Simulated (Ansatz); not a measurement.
# BFH2O2Si: basis-set convergence

Aim: see how fast density functionals converge with the basis set for BFH2O2Si.

Method: one geometry, several basis sets; program: Ansatz 0.2.0, Gaussian basis.

Levels to be run: PBE0-D4/def2-SVP; ωB97M-V/def2-SVP; PBE0-D4/def2-QZVPP; ωB97M-V/def2-QZVPP; the functionals' def2-TZVPP values are taken from earlier runs.

## Step 1: The geometry

All runs share one geometry, relaxed beforehand with PBE0-D4 in a triple-zeta def2 set.

7 atoms, charge 0, spin multiplicity 1.

Atoms are counted from 1 here; the program's logs count them from 0.

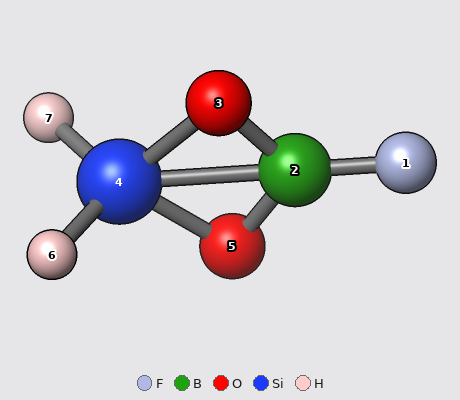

The geometry (fluorine light blue, boron green, oxygen red, silicon blue, hydrogen pink); atoms are numbered from 1 in the order of the file.

As a file:

```mol
BFH2O2Si
  3D, bonds by distance, orders not assigned

  7  8  0  0  0  0  0  0  0  0999 V2000
    0.0566   -1.5930   -1.9126 F   0  0
    0.0313   -0.7569   -0.9061 B   0  0
    0.0726   -1.0936    0.4411 O   0  0
   -0.0087    0.5678    0.6888 Si  0  0
   -0.0415    0.6278   -0.9915 O   0  0
   -1.2520    1.0266    1.3390 H   0  0
    1.2030    1.1532    1.2956 H   0  0
  1  2  8  0
  2  3  8  0
  2  4  8  0
  2  5  8  0
  3  4  8  0
  4  5  8  0
  4  6  8  0
  4  7  8  0
M  END
```

## Step 2: PBE0-D4 in def2-SVP

The input, in.yaml:

```yaml
crystal:
  periodic: [false, false, false]
  atoms:
    - {symbol: F, position_ang: [0.056624, -1.593023, -1.912622]}
    - {symbol: B, position_ang: [0.031308, -0.756941, -0.906088]}
    - {symbol: O, position_ang: [0.072577, -1.093563, 0.441146]}
    - {symbol: Si, position_ang: [-0.008720, 0.567833, 0.688791]}
    - {symbol: O, position_ang: [-0.041452, 0.627780, -0.991541]}
    - {symbol: H, position_ang: [-1.252003, 1.026647, 1.338997]}
    - {symbol: H, position_ang: [1.202965, 1.153168, 1.295616]}
basis:
  gaussian: {orbitals: def2-SVP}
hamiltonian: {xc: pbe0, dispersion: d4}
output: {orbitals: {seedname: orbitals}}
```

Run with:

```console
ansatz run in.yaml --threads 2 --pin off --events-out ev --progress --plain --max-ram 4352MiB
```

Further steps of the session: ωB97M-V in def2-SVP; PBE0-D4 in def2-QZVPP; ωB97M-V in def2-QZVPP.

Q: Predict the results of all the runs planned. Wanted: PBE0-D4: double and triple zeta above quadruple; ωB97M-V: double and triple zeta above quadruple.

The runs gave:

| quantity | value |
| --- | --- |
| PBE0-D4: double and triple zeta above quadruple | 12.78, 0.70 eV |
| ωB97M-V: double and triple zeta above quadruple | 12.89, 0.64 eV |

PBE0-D4 gains 12.08 eV from double to triple zeta, then 0.70 eV more. These are total energies; as a rule much of such shifts cancels in differences, which this series doesn't test. The LUMO of ωB97M-V is positive and keeps falling with the basis (1.77 to 0.82 eV): an unbound level that the basis holds in place.
